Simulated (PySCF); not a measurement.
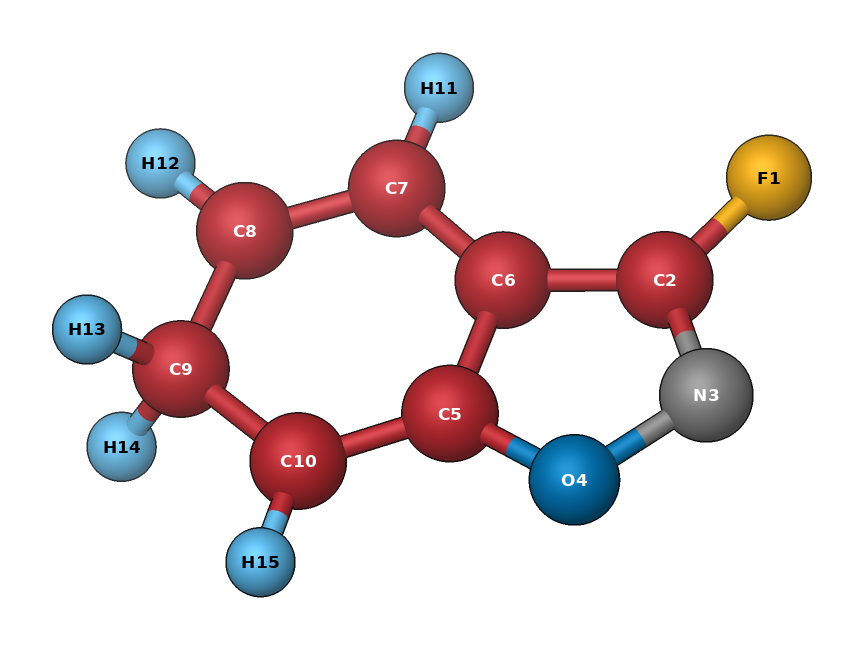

Charge 0, doublet. Computed geometry: GFN2-xTB optimisation. No frequency run is at hand to confirm it as a minimum. Method: UKS B3LYP, pcH-1 on C F H N O, non-relativistic (PySCF 2.14.0). Fermi-contact and spin-dipolar terms alone, no spin-orbit part.

**Which nucleus has the largest dipolar (anisotropic) hyperfine coupling?**

13C at C10: principal values −42.5, −41.3, 83.8 MHz.

List the isotropic and dipolar parts for the most strongly coupled nuclei, one of each equivalent set.

```json
{"atom": "C10", "isotope": "13C", "a_iso (MHz)": "44.6", "dipolar part (MHz)": "−42.5, −41.3, 83.8"}
{"atom": "C6", "isotope": "13C", "a_iso (MHz)": "34.1", "dipolar part (MHz)": "−28.4, −27.2, 55.7"}
{"atom": "F1", "isotope": "19F", "a_iso (MHz)": "−22.4", "dipolar part (MHz)": "−50.8, 19.5, 31.3"}
{"atom": "C8", "isotope": "13C", "a_iso (MHz)": "21.3", "dipolar part (MHz)": "−19.3, −17.6, 36.9"}
{"atom": "N3", "isotope": "14N", "a_iso (MHz)": "12.5", "dipolar part (MHz)": "−14.2, −13.7, 27.9"}
{"atom": "C5", "isotope": "13C", "a_iso (MHz)": "−39.3", "dipolar part (MHz)": "−22.6, 9.0, 13.6"}
{"atom": "H15", "isotope": "1H", "a_iso (MHz)": "−33.9", "dipolar part (MHz)": "−19.3, −1.2, 20.6"}
{"atom": "C2", "isotope": "13C", "a_iso (MHz)": "−29.4", "dipolar part (MHz)": "−19.5, 9.0, 10.5"}
```
